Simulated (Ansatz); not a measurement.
# C₃H₄BF: from a rough start to a minimum

The task is to find a stationary geometry of C₃H₄BF, then compute its harmonic vibrations to see whether it is a minimum and to get the zero-point energy and entropy, and look at its orbitals and charge.

Program: Ansatz 0.2.0, Gaussian basis. Level of theory: RKS PBE0-D4/def2-TZVP. These are calculated values, not measurements.

The runs, in order: relaxation at PBE-D4/def2-SVP; relaxation at PBE0-D4/def2-TZVP; harmonic vibrations at the same level; a single point in def2-TZVPP for the fields.

**1. Starting geometry**

SMILES `FC1=CCB1`, 9 atoms, charge 0, spin multiplicity 1.

Atoms are counted from 1 here; the program's logs count them from 0.

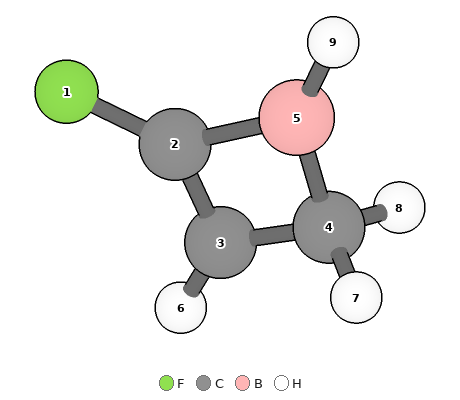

Start geometry, drawn with fluorine green, carbon grey, boron pink, hydrogen white; atoms are numbered from 1 in the order of the file.

The start is a force-field geometry with small random shifts, so a cheaper pass at PBE-D4/def2-SVP comes first.

**2. Relaxation at PBE-D4/def2-SVP (cheap first pass)**

The input, in.yaml:

```yaml
crystal:
  periodic: [false, false, false]
  atoms:
    - {symbol: F, position_ang: [1.315500, 1.021600, 1.836000]}
    - {symbol: C, position_ang: [0.580700, 0.468700, 0.811900]}
    - {symbol: C, position_ang: [0.933800, -0.246500, -0.310200]}
    - {symbol: C, position_ang: [-0.365500, -0.409800, -0.707300]}
    - {symbol: B, position_ang: [-0.960300, 0.342200, 0.454500]}
    - {symbol: H, position_ang: [1.919700, -0.547000, -0.708400]}
    - {symbol: H, position_ang: [-0.629100, 0.085400, -1.666300]}
    - {symbol: H, position_ang: [-0.710600, -1.470400, -0.689800]}
    - {symbol: H, position_ang: [-1.995600, 0.709600, 0.962500]}
basis:
  gaussian: {orbitals: def2-SVP}
hamiltonian: {xc: pbe, dispersion: d4}
relax: {f_tol: 0.03, max_steps: 200}
```

Command:

```sh
$ ansatz run in.yaml --threads 2 --pin off --events-out ev --progress --plain --max-ram 4352MiB
```

The program printed:

```text
Functional definition: PBE
  name "PBE"
  cite "Perdew, Burke & Ernzerhof, Phys. Rev. Lett. 77, 3865 (1996) doi:10.1103/PhysRevLett.77.3865"
  parent pbe
  parameter kappa = 0.804
  parameter beta = 0.06672455060314922
  exchange = pbe_x(kappa = kappa, mu = beta*pi^2/3)
  correlation = pbe_c(beta = beta)
1008 factors; their error is unknown
mean field evaluation 1: about -6543.7853 eV, gradient 6.2e1 eV
mean field evaluation 2: about -6522.1203 eV, gradient 1.1e2 eV
mean field evaluation 4: about -6553.1416 eV, gradient 1.4e1 eV
mean field evaluation 8: about -6553.6105 eV, gradient 1.1e-1 eV
mean field evaluation 16: about -6553.5519 eV, gradient 4.9e-4 eV
mean field -6553.55191149 eV, -240.8385905901 hartree, gradient 4.2e-5 eV, S^2 0.000000; 0 other end points of the search recorded, 0 dependent functions left out
the calculation of the forces begins
reference -6553.55193860 eV, -240.8385915864 hartree; 18, 18 occupied and 72, 72 virtual orbitals, 1008 factors
relax step   1: F+E_penalty+E_count = -6553.70924306 eV  Δ(F+E_penalty+E_count) = +0.000e0 eV  max|allowed force component| = 5.720e0 eV/Å  Δτ_max = 0.0000 Å  (29 SCF iters, accepted)
these checks for a lower state are left out or cut short: starts, cluster_reference, orbital_swaps, neighbouring_geometries, increment
1008 factors; their error is unknown
mean field -6554.36594154 eV, -240.8685056428 hartree, gradient 1.4e-5 eV, S^2 0.000000; 0 other end points of the search recorded, 0 dependent functions left out
the calculation of the forces begins
reference -6554.36596925 eV, -240.8685066611 hartree; 18, 18 occupied and 72, 72 virtual orbitals, 1008 factors
relax step   2: F+E_penalty+E_count = -6554.52221415 eV  Δ(F+E_penalty+E_count) = -8.130e-1 eV  max|allowed force component| = 2.067e0 eV/Å  Δτ_max = 0.1154 Å  (31 SCF iters, accepted)
these checks for a lower state are left out or cut short: starts, cluster_reference, orbital_swaps, neighbouring_geometries, increment
1008 factors; their error is unknown
mean field evaluation 32: about -6554.5178 eV, gradient 1.5e-5 eV
mean field -6554.51782611 eV, -240.8740872980 hartree, gradient 1.5e-5 eV, S^2 0.000000; 0 other end points of the search recorded, 0 dependent functions left out
the calculation of the forces begins
reference -6554.51785421 eV, -240.8740883304 hartree; 18, 18 occupied and 72, 72 virtual orbitals, 1008 factors
relax step   3: F+E_penalty+E_count = -6554.67341927 eV  Δ(F+E_penalty+E_count) = -1.512e-1 eV  max|allowed force component| = 4.263e-1 eV/Å  Δτ_max = 0.0557 Å  (31 SCF iters, accepted)
these checks for a lower state are left out or cut short: starts, cluster_reference, orbital_swaps, neighbouring_geometries, increment
1008 factors; their error is unknown
mean field -6554.52311028 eV, -240.8742814876 hartree, gradient 1.7e-5 eV, S^2 0.000000; 0 other end points of the search recorded, 0 dependent functions left out
the calculation of the forces begins
reference -6554.52313848 eV, -240.8742825236 hartree; 18, 18 occupied and 72, 72 virtual orbitals, 1008 factors
relax step   4: F+E_penalty+E_count = -6554.67875761 eV  Δ(F+E_penalty+E_count) = -5.338e-3 eV  max|allowed force component| = 1.140e-1 eV/Å  Δτ_max = 0.0089 Å  (33 SCF iters, accepted)
these checks for a lower state are left out or cut short: starts, cluster_reference, orbital_swaps, neighbouring_geometries, increment
1008 factors; their error is unknown
mean field -6554.52353128 eV, -240.8742969590 hartree, gradient 1.7e-5 eV, S^2 0.000000; 0 other end points of the search recorded, 0 dependent functions left out
the calculation of the forces begins
reference -6554.52355951 eV, -240.8742979963 hartree; 18, 18 occupied and 72, 72 virtual orbitals, 1008 factors
relax step   5: F+E_penalty+E_count = -6554.67919282 eV  Δ(F+E_penalty+E_count) = -4.352e-4 eV  max|allowed force component| = 2.351e-2 eV/Å  Δτ_max = 0.0051 Å  (33 SCF iters, accepted)
1008 factors; their error is unknown
mean field evaluation 64: about -6554.5233 eV, gradient 3.1e-1 eV
mean field -6554.52353128 eV, -240.8742969590 hartree, gradient 1.7e-5 eV, S^2 0.000000; 1 other end points of the search recorded, 0 dependent functions left out
the calculation of the forces begins
reference -6554.52355951 eV, -240.8742979963 hartree; 18, 18 occupied and 72, 72 virtual orbitals, 1008 factors
Total energy: -6554.67922104 eV, -240.8800184522 hartree
Atom 0 at     1.363879     1.030832     1.829787 Å, force     0.004297     0.005412     0.012855 eV/Å
Atom 1 at     0.593525     0.495770     0.881503 Å, force    -0.013167    -0.023512    -0.014667 eV/Å
Atom 2 at     0.953708    -0.205508    -0.236238 Å, force     0.011894     0.020984     0.001188 eV/Å
Atom 3 at    -0.457115    -0.459228    -0.784309 Å, force    -0.002116    -0.010346     0.016401 eV/Å
Atom 4 at    -0.909829     0.374854     0.530446 Å, force     0.003430     0.016047    -0.014960 eV/Å
Atom 5 at     1.945850    -0.497219    -0.633317 Å, force    -0.008789    -0.003751    -0.002793 eV/Å
Atom 6 at    -0.672470     0.001329    -1.773099 Å, force    -0.000270     0.000371     0.002773 eV/Å
Atom 7 at    -0.761765    -1.527353    -0.831928 Å, force     0.000483    -0.001470    -0.002934 eV/Å
Atom 8 at    -1.967182     0.740324     1.000055 Å, force     0.004237    -0.003733     0.002138 eV/Å
Dipole moment:     0.017351    -0.140445    -0.228120 e Å
```

Wall time 7.5 s (2 threads of Arm Neoverse V2, shared host).

Along the way:

```
step  energy from step 1 (eV)  largest force component (eV/Å)
   1                   0.0000                          5.7203
   2                  -0.8130                          2.0675
   3                  -0.9642                          0.4263
   4                  -0.9695                          0.1140
   5                  -0.9699                          0.0235
```

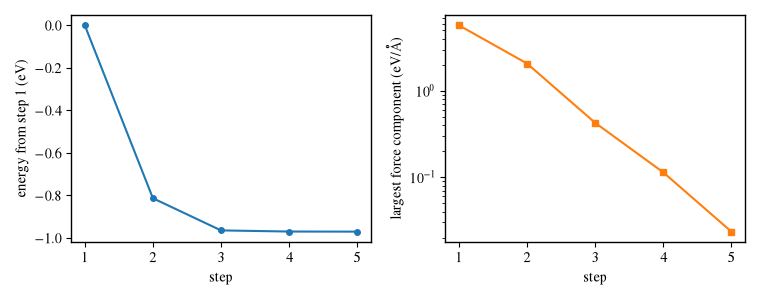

Energy and largest force along the relaxation.

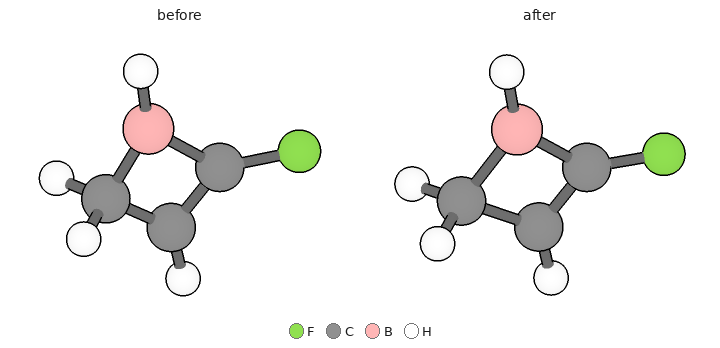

The geometry before (left) and after (right).

Close pairs (by a distance rule), those that changed most:

```
 bond  before (Å)  after (Å)  change (Å)
C3–C4       1.368      1.535      +0.166
C4–B5       1.506      1.621      +0.115
F1–C2       1.376      1.334      -0.043
C2–B5       1.587      1.549      -0.038
C2–C3       1.377      1.368      -0.009
C4–H8       1.115      1.112      -0.004
B5–H9       1.210      1.213      +0.003
C3–H6       1.105      1.108      +0.003
```

**3. Relaxation at PBE0-D4/def2-TZVP**

The input, in.yaml:

```yaml
crystal:
  periodic: [false, false, false]
  atoms:
    - {symbol: F, position_ang: [1.363879, 1.030832, 1.829787]}
    - {symbol: C, position_ang: [0.593525, 0.495770, 0.881503]}
    - {symbol: C, position_ang: [0.953708, -0.205508, -0.236238]}
    - {symbol: C, position_ang: [-0.457115, -0.459228, -0.784309]}
    - {symbol: B, position_ang: [-0.909829, 0.374854, 0.530446]}
    - {symbol: H, position_ang: [1.945850, -0.497219, -0.633317]}
    - {symbol: H, position_ang: [-0.672470, 0.001329, -1.773099]}
    - {symbol: H, position_ang: [-0.761765, -1.527353, -0.831928]}
    - {symbol: H, position_ang: [-1.967182, 0.740324, 1.000055]}
basis:
  gaussian: {orbitals: def2-TZVP}
hamiltonian: {xc: pbe0, dispersion: d4}
relax: {f_tol: 0.005, max_steps: 150}
```

The command is unchanged.

The program printed, cut to the lines that bear on the results:

```text
Functional definition: PBE0
  name "PBE0"
  cite "Adamo & Barone, J. Chem. Phys. 110, 6158 (1999) doi:10.1063/1.478522"
  cite "Perdew, Burke & Ernzerhof, Phys. Rev. Lett. 77, 3865 (1996) doi:10.1103/PhysRevLett.77.3865"
  parent pbe
[...]
1041 factors; their error is unknown
[...]
mean field -6562.43779070 eV, -241.1651406282 hartree, gradient 1.6e-5 eV, S^2 0.000000; 0 other end points of the search recorded, 0 dependent functions left out
[...]
reference -6562.43781929 eV, -241.1651416789 hartree; 18, 18 occupied and 161, 161 virtual orbitals, 1041 factors
relax step   1: F+E_penalty+E_count = -6562.56682791 eV  Δ(F+E_penalty+E_count) = +0.000e0 eV  max|allowed force component| = 8.239e-1 eV/Å  Δτ_max = 0.0000 Å  (28 SCF iters, accepted)
[...]
Total energy: -6562.73396209 eV, -241.1760247261 hartree
Atom 0 at     1.333005     0.614379     2.012918 Å, force     0.000587    -0.000051     0.000003 eV/Å
Atom 1 at     0.546065     0.179319     1.051886 Å, force    -0.000895    -0.000074    -0.000215 eV/Å
Atom 2 at     0.840441    -0.079923    -0.247365 Å, force    -0.002745    -0.001854    -0.001346 eV/Å
Atom 3 at    -0.483359    -0.604034    -0.738107 Å, force     0.002136     0.000309     0.000176 eV/Å
Atom 4 at    -0.831579     0.359458     0.482250 Å, force     0.001003     0.001001     0.001129 eV/Å
Atom 5 at     1.706851     0.216385    -0.836420 Å, force     0.001065     0.000918     0.000245 eV/Å
Atom 6 at    -0.781120    -0.299117    -1.741544 Å, force     0.000133     0.000052     0.000003 eV/Å
Atom 7 at    -0.616381    -1.673002    -0.595250 Å, force    -0.000357    -0.000237     0.000223 eV/Å
Atom 8 at    -1.625321     1.240337     0.594532 Å, force    -0.000927    -0.000064    -0.000218 eV/Å
Dipole moment:     0.059392    -0.074675    -0.296262 e Å
```

Run time: 52 s. Hardware: 2 threads of Arm Neoverse V2, shared host.

Step by step:

```
step  energy from step 1 (eV)  largest force component (eV/Å)
   1                   0.0000                          0.8239
   2                  -0.0413                          0.2600
   3                  -0.0448                          0.0448
   4                  -0.0450                          0.0360
   5                  -0.0453                          0.0518
   6                  -0.0475                          0.0806
   7                  -0.0486                          0.0447
   8                  -0.0618                          0.0905
   9                  -0.0693                          0.1849
  10                  -0.0815                          0.6014
  11                  -0.1277                          0.7267
  12                  -0.1482                          0.6834
  13                  -0.1631                          0.2046
  14                  -0.1661                          0.0964
  15                  -0.1670                          0.0361
  16                  -0.1671                          0.0069
  17                  -0.1671                          0.0027
```

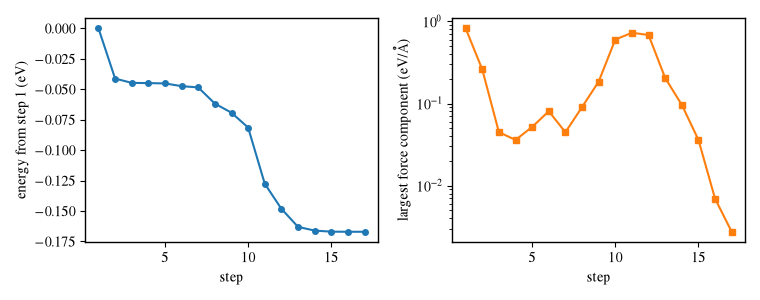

Energy and force, step by step.

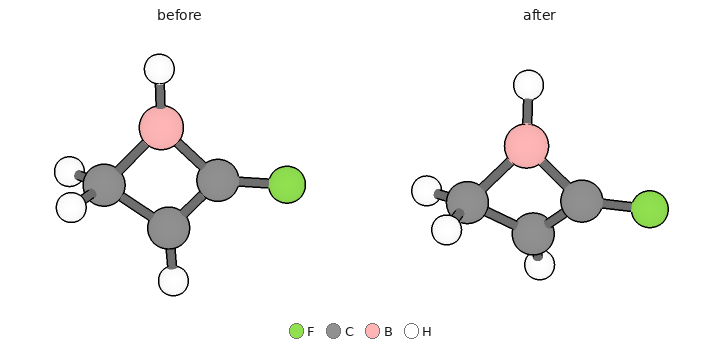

The geometry before (left) and after (right).

Close pairs (by a distance rule), those that changed most:

```
 bond  before (Å)  after (Å)  change (Å)
C2–B5       1.549      1.502      -0.047
C3–C4       1.535      1.506      -0.029
C4–B5       1.621      1.593      -0.028
C4–H8       1.112      1.087      -0.025
B5–H9       1.213      1.191      -0.022
C4–H7       1.112      1.090      -0.022
C3–H6       1.108      1.089      -0.019
F1–C2       1.334      1.316      -0.018
```

Mulliken charges at the end point, from the run's report:

```
atom  value (e)
  F1      -0.17
  C2       0.25
  C3      -0.15
  C4      -0.26
  B5      -0.07
  H6       0.13
  H7       0.11
  H8       0.13
  H9       0.03
```

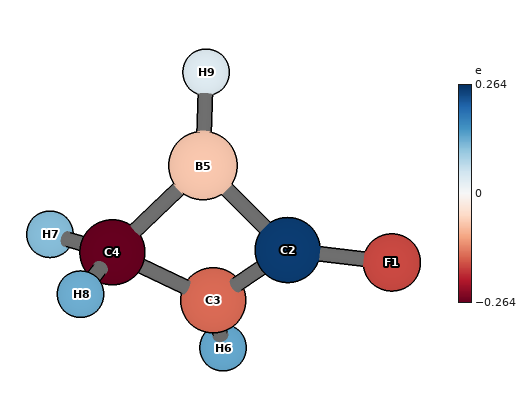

Mulliken charges at the end point, from the run's report, as colours on the atoms.

**4. Vibrations by finite differences**

The input, in.yaml:

```yaml
crystal:
  periodic: [false, false, false]
  atoms:
    - {symbol: F, position_ang: [1.333005, 0.614379, 2.012918]}
    - {symbol: C, position_ang: [0.546065, 0.179319, 1.051886]}
    - {symbol: C, position_ang: [0.840441, -0.079923, -0.247365]}
    - {symbol: C, position_ang: [-0.483359, -0.604034, -0.738107]}
    - {symbol: B, position_ang: [-0.831579, 0.359458, 0.482250]}
    - {symbol: H, position_ang: [1.706851, 0.216385, -0.836420]}
    - {symbol: H, position_ang: [-0.781120, -0.299117, -1.741544]}
    - {symbol: H, position_ang: [-0.616381, -1.673002, -0.595250]}
    - {symbol: H, position_ang: [-1.625321, 1.240337, 0.594532]}
basis:
  gaussian: {orbitals: def2-TZVP}
hamiltonian: {xc: pbe0, dispersion: d4}
phonons: {temperatures: {t_min: 298.15, t_max: 900, t_step: 200}}
```

Same command.

The program printed, cut to the lines that bear on the results:

```text
Functional definition: PBE0
  name "PBE0"
  cite "Adamo & Barone, J. Chem. Phys. 110, 6158 (1999) doi:10.1063/1.478522"
  cite "Perdew, Burke & Ernzerhof, Phys. Rev. Lett. 77, 3865 (1996) doi:10.1103/PhysRevLett.77.3865"
  parent pbe
[...]
1041 factors; their error is unknown
[...]
mean field -6562.60785299 eV, -241.1713903021 hartree, gradient 2.1e-5 eV, S^2 0.000000; 0 other end points of the search recorded, 0 dependent functions left out
[...]
reference -6562.60788098 eV, -241.1713913308 hartree; 18, 18 occupied and 161, 161 virtual orbitals, 1041 factors
[...]
1041 factors; their error is unknown
mean field -6562.60780967 eV, -241.1713887102 hartree, gradient 1.7e-6 eV, S^2 0.000000; 0 other end points of the search recorded, 0 dependent functions left out
[...]
reference -6562.60783766 eV, -241.1713897386 hartree; 18, 18 occupied and 161, 161 virtual orbitals, 1041 factors
[...]
Atom 1 at     0.546065     0.179319     1.051886 Å, force    -0.000875    -0.000076    -0.000202 eV/Å
Atom 2 at     0.840441    -0.079923    -0.247365 Å, force    -0.002752    -0.001837    -0.001279 eV/Å
Atom 3 at    -0.483359    -0.604034    -0.738107 Å, force     0.002123     0.000294     0.000160 eV/Å
Atom 4 at    -0.831579     0.359458     0.482250 Å, force     0.001010     0.000973     0.001126 eV/Å
Atom 5 at     1.706851     0.216385    -0.836420 Å, force     0.001065     0.000909     0.000238 eV/Å
Atom 6 at    -0.781120    -0.299117    -1.741544 Å, force     0.000136     0.000044    -0.000002 eV/Å
Atom 7 at    -0.616381    -1.673002    -0.595250 Å, force    -0.000354    -0.000210     0.000211 eV/Å
Atom 8 at    -1.625321     1.240337     0.594532 Å, force    -0.000925    -0.000050    -0.000209 eV/Å
Dipole moment:     0.059391    -0.074675    -0.296261 e Å
Vibrations: 273.74 361.05 416.59 629.40 773.53 808.96 879.04 931.66 933.40 991.27 1020.45 1079.27 1128.25 1249.29 1359.20 1476.46 1644.72 2671.27 3102.02 3152.39 3166.40 cm⁻¹, zero-point energy 1.738776 eV
```

Run time: 1.9 min. Hardware: 2 threads of Arm Neoverse V2, shared host.

Motions are named by where the mode's potential energy lies. The modes, unscaled (a negative number is an imaginary wavenumber):

```
mode  cm⁻¹                    motion
   1   274                   torsion
   2   361                   torsion
   3   417         bend with torsion
   4   629                      bend
   5   774         torsion with bend
   6   809  torsion with B–C stretch
   7   879                   torsion
   8   932                   torsion
   9   933         bend with torsion
  10   991         bend with torsion
  11  1020     bend with B–C stretch
  12  1079         torsion with bend
  13  1128                      bend
  14  1249                      bend
  15  1359        mixed, led by bend
  16  1476                      bend
  17  1645       C–C and C–F stretch
  18  2671               B–H stretch
  19  3102               C–H stretch
  20  3152               C–H stretch
  21  3166               C–H stretch
```

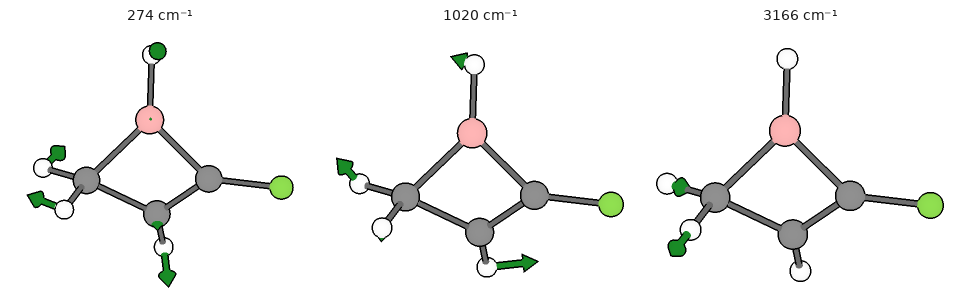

How the atoms move in 3 of the modes.

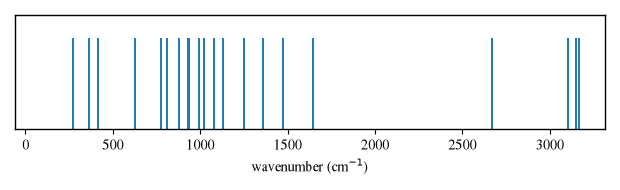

The harmonic wavenumbers as sticks (no intensities were computed).

Ideal gas, rigid rotor and harmonic oscillator at 298.15 K and 1 bar, with symmetry number 1:

```
                term            value
   zero-point energy     167.8 kJ/mol
          H(298) − E     182.2 kJ/mol
entropy, translation  161.8 J/(mol K)
   entropy, rotation  103.6 J/(mol K)
  entropy, vibration   21.8 J/(mol K)
      entropy, total  287.2 J/(mol K)
```

**5. Fields at the relaxed geometry**

in.yaml: that of step 4 with these lines changed.

```diff
@@ -13,4 +13,4 @@
 basis:
-  gaussian: {orbitals: def2-TZVP}
+  gaussian: {orbitals: def2-TZVPP}
 hamiltonian: {xc: pbe0, dispersion: d4}
-phonons: {temperatures: {t_min: 298.15, t_max: 900, t_step: 200}}
+output: {orbitals: {seedname: orbitals}}
```

The command is unchanged.

The program printed:

```text
Functional definition: PBE0
  name "PBE0"
  cite "Adamo & Barone, J. Chem. Phys. 110, 6158 (1999) doi:10.1063/1.478522"
  cite "Perdew, Burke & Ernzerhof, Phys. Rev. Lett. 77, 3865 (1996) doi:10.1103/PhysRevLett.77.3865"
  parent pbe
  parameter a = 0.25
  parameter kappa = 0.804
  parameter beta = 0.06672455060314922
  exchange = (1 - a)*pbe_x(kappa = kappa, mu = beta*pi^2/3) + a*exact_x
  correlation = pbe_c(beta = beta)
1101 factors; their error is unknown
mean field evaluation 1: about -6555.8041 eV, gradient 5.4e1 eV
mean field evaluation 2: about -6552.5122 eV, gradient 6.4e1 eV
mean field evaluation 4: about -6562.5946 eV, gradient 4.7e0 eV
mean field evaluation 8: about -6562.6395 eV, gradient 5.4e-1 eV
mean field evaluation 16: about -6562.6399 eV, gradient 5.1e-5 eV
mean field -6562.63986551 eV, -241.1725667404 hartree, gradient 5.1e-5 eV, S^2 0.000000; 0 other end points of the search recorded, 0 dependent functions left out
reference -6562.63989402 eV, -241.1725677881 hartree; 18, 18 occupied and 193, 193 virtual orbitals, 1101 factors
Total energy: -6562.76597665 eV, -241.1772012393 hartree
```

Wall time 2.4 s (2 threads of Arm Neoverse V2, shared host).

Orbitals, density, ELF and potential are computed afterwards from the orbital file.

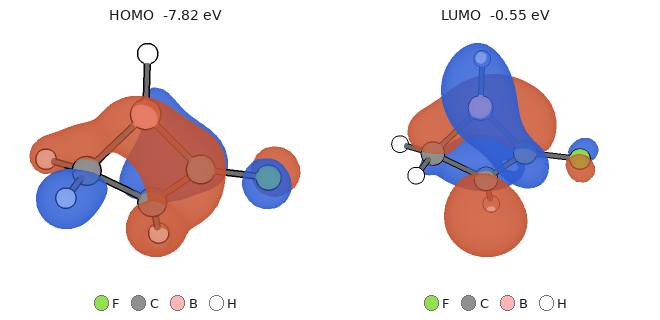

Frontier orbitals at PBE0-D4/def2-TZVPP; each surface holds 70 % of the orbital's density, blue and red mark the sign.

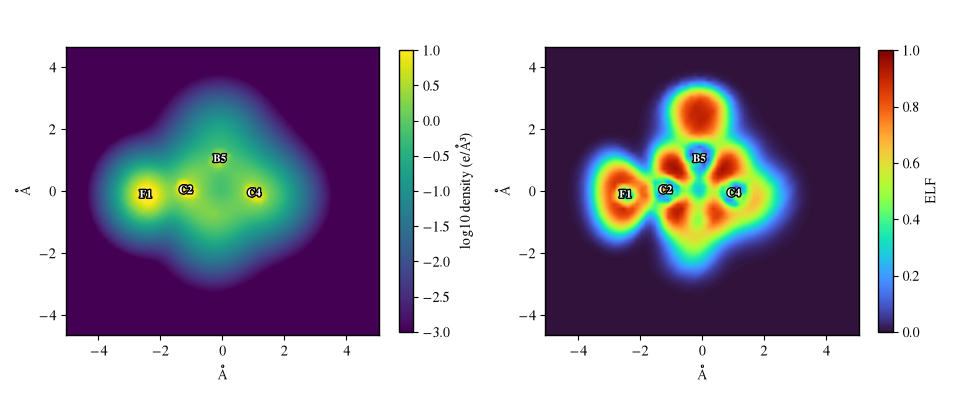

Density (left) and ELF (right) in a plane through or near 4 of the atoms.

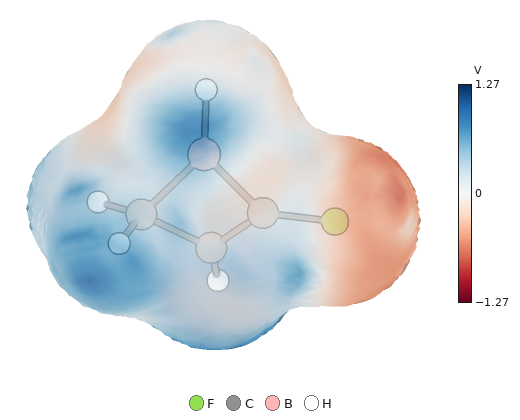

The potential that a unit positive charge feels on the 0.002 e/bohr³ surface, from -0.59 V near F1 to 1.27 V near H6.

**6. Outcome**

| quantity | value |
| --- | --- |
| point group | C1 |
| steps | 5 + 17 |
| shift from the start (rms) | 0.458 Å |
| total energy | -6562.7340 eV |
| dispersion term | -126 meV |
| dipole moment | 1.49 D |
| lowest, highest wavenumber | 274, 3166 cm⁻¹ |
| zero-point energy | 167.8 kJ/mol |
| entropy at 298.15 K | 287.2 J/(mol K) |
| HOMO, LUMO | -7.82, -0.55 eV |

What this shows: The relaxed geometry lies 0.46 Å (rms) from the start; the bond that changed most is C3–C4, from 1.368 to 1.506 Å. All wavenumbers are real, so the end point is a minimum. The stiffest mode, 3166 cm⁻¹, is a C–H stretch. Harmonic hybrid wavenumbers usually lie a few per cent above measured fundamentals. The largest Mulliken charge, -0.26 e, sits on C4. The HOMO lies mostly on C2 29 %; C3 20 % and the LUMO on C3 30 %; B5 23 %.
